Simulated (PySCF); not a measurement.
## A study: C₆H₆N₂O, SMILES `N#CC1CC(=NC=O)C1`

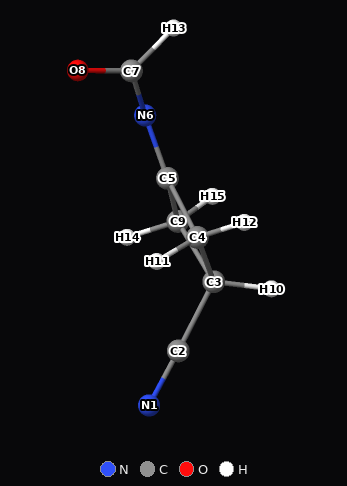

The molecule, with its atoms numbered as below. No frequency check shows the geometry to be a minimum.

Geometry (Å), atoms numbered from 1:

```
N1      -3.4910   -0.9699    0.5834
C2      -2.6669   -0.3548    0.0846
C3      -1.6128    0.4078   -0.5244
C4      -0.3654   -0.4172   -0.9322
C5       0.4543    0.4555   -0.0175
N6       1.6667    0.5852    0.2315
C7       2.8257   -0.0222   -0.0919
O8       3.2730   -1.0175    0.4104
C9      -0.7404    1.2181    0.4697
H10     -2.0268    1.0083   -1.3369
H11     -0.3913   -1.4608   -0.6181
H12     -0.0939   -0.3767   -1.9859
H13      3.4063    0.6088   -0.7976
H14     -0.9692    1.0380    1.5197
H15     -0.7053    2.2926    0.3011
```

## 1. Bonding charge

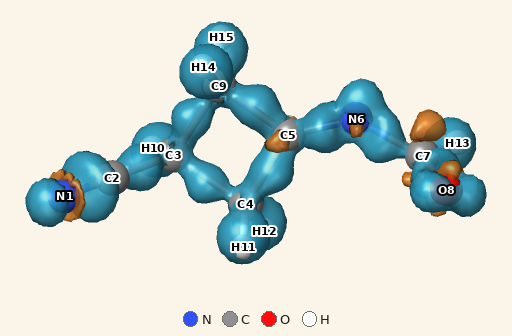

Deformation density (molecule less spherical, spin-averaged free atoms at the same positions), surfaces at ±0.15 e/Å³; light blue: gain, orange: loss.

Method: PBE/cc-pVDZ; geometry: GFN2-xTB; program: PySCF.

Q: Describe the bonding that the map shows.

A: The five largest and four smallest: N1–C2: +0.80 e/Å³ at the bond critical point (bond length 1.14 Å, Mayer order 3.2). C7–H13: +0.67 e/Å³ at the bond critical point (bond length 1.11 Å, Mayer order 0.9). C3–H10: +0.66 e/Å³ at the bond critical point (bond length 1.09 Å, Mayer order 0.9). C4–H11: +0.64 e/Å³ at the bond critical point (bond length 1.09 Å, Mayer order 0.9). C9–H14: +0.64 e/Å³ at the bond critical point (bond length 1.09 Å, Mayer order 0.9). C2–C3: +0.43 e/Å³ at the bond critical point (bond length 1.44 Å, Mayer order 1.0). C3–C4: +0.38 e/Å³ at the bond critical point (bond length 1.55 Å, Mayer order 1.0). C3–C9: +0.38 e/Å³ at the bond critical point (bond length 1.55 Å, Mayer order 1.0). N6–C7: +0.34 e/Å³ at the bond critical point (bond length 1.35 Å, Mayer order 1.2). In all, 3.3 electrons gather in the regions of gain relative to the promolecule.

Q: Where do the Hirshfeld charges lie?

A: The highest Hirshfeld charge is on C7 (+0.12 e), the lowest on O8 (−0.23 e).

## 2. Bond critical points

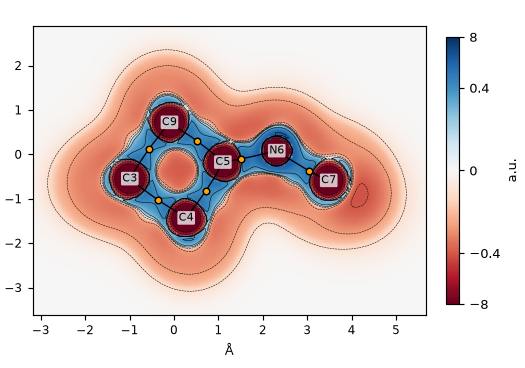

Negative Laplacian of the density (−∇²ρ) in the plane of C3, C4, C5, N6, C7 and C9 (blue positive, red negative, colour scale in a.u., logarithmic beyond ±0.04), with bond paths and bond critical points (dots).

Q: At which bond critical points in this plane is charge locally concentrated, and at which depleted?

A: Concentrated (∇²ρ < 0): C5–N6 (−0.33 a.u.); N6–C7 (−0.94 a.u.); C5–C9 (−0.56 a.u.); C4–C5 (−0.53 a.u.); C3–C4 (−0.45 a.u.); C3–C9 (−0.45 a.u.). At none is it depleted.

Q: Where along C5–N6 does the critical point lie?

A: 0.42 Å from C5 and 0.83 Å from N6.

## 3. Local ionisation energy

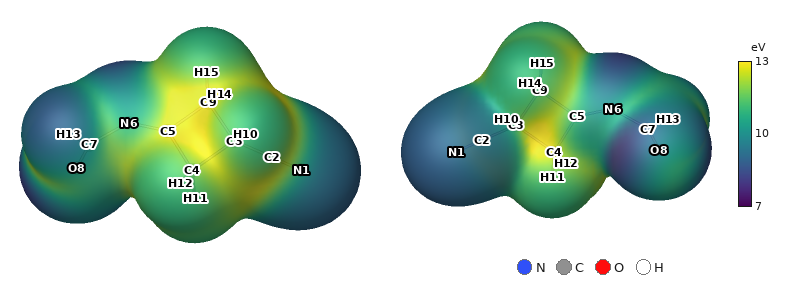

Average local ionisation energy on the surface of electron density 0.001 a.u. (back view left, front view right).

Q: Where are the most loosely bound electrons on this surface?

A: The lowest value is 8.0 eV, 1.8 Å from O8. Further minima include 8.2 eV, 1.7 Å from O8; 8.3 eV, 1.9 Å from N6; 8.7 eV, 1.4 Å from H13. For comparison, the highest occupied orbital lies at −5.7 eV.

## 4. Excited states

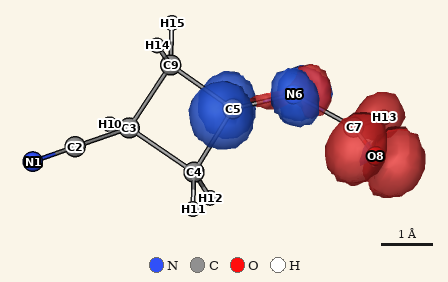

Unrelaxed difference density of S₃ less the ground state (full linear response singlet states), ±0.06 e/Å³; blue: gain, red: loss.

Level of theory: BHandHLYP/def2-SVP (PySCF), at a geometry from GFN2-xTB. Without diffuse functions Rydberg states are missing, so the states' numbers hold for this basis only.

Q: How does the charge move on excitation?

A: 0.84 e is displaced in all, of which about 0.7 e passes between atoms: O8 (0.58 e) and H13 (0.07 e) lose electrons and C5 (0.30 e) and N6 (0.17 e) gain them. The state: 6.77 eV (183 nm), f = 0.004, charge transfer, whose energy this functional puts too low; the leading pair carries 99 %; hole on O8 (62 %), C7 (13 %) and N6 (10 %), electron on C5 (32 %), N6 (27 %) and C7 (8 %); their centroids lie 2.2 Å apart.

## 5. In an electric field

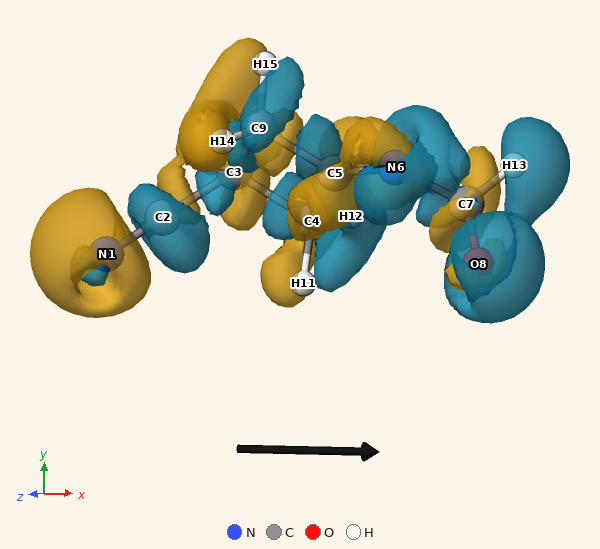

Change of the electron density in a uniform field of 0.10 V/Å along +x (arrow), surfaces at ±0.0008 e/Å³ (yellow: gain, teal: loss).

Computed with PySCF, PBE/def2-SVP, geometry: GFN2-xTB. A basis without diffuse functions makes polarisabilities too small.

Q: What dipole is induced, and what polarisability does it imply?

A: The induced dipole is 0.54 D (along the field); α along this axis, from the fields in both directions, is 107 bohr³ (15.8 Å³).

Q: Which atoms gain and lose the most charge?

A: Electrons gather most on N1 (Hirshfeld charge changes by −0.009 e) and leave O8 most (+0.007 e); 0.041 electrons are displaced in all.
